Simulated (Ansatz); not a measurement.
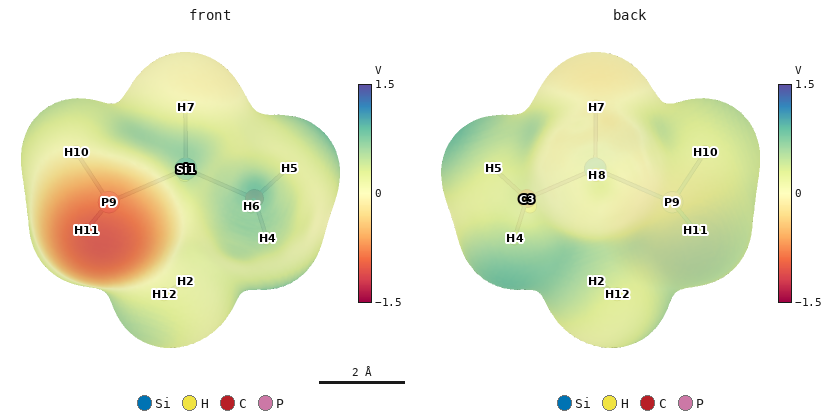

The picture shows: CH₇PSi···H₂. The molecular electrostatic potential painted on the density surface at 0.002 e/bohr³, seen from the front and from behind; the colour scale runs from red (negative) to blue (positive).

Not at a stationary point (largest force 1.6 eV/Å).

Method: RKS PBE-D4/6-31G* in Ansatz.

```xyz
12

Si   -0.4638   -0.1893   -0.5557
H     0.4077   -1.0238    1.8256
C     1.3358    0.3451   -0.2734
H     1.9012   -0.3740    0.3392
H     1.8422    0.4277   -1.2523
H     1.3797    1.3312    0.2193
H    -0.9529    0.5115   -1.7947
H    -0.5148   -1.6669   -0.8329
P    -1.8675    0.4330    1.0375
H    -3.0077    0.5206    0.1684
H    -2.2163   -0.8786    1.4984
H     0.0570   -0.7488    2.3792
```

Describe the electrostatic potential map.

The most negative region (about −1.1 V) lies over P9, the most positive (about +0.8 V) over H4, H5 and H6.
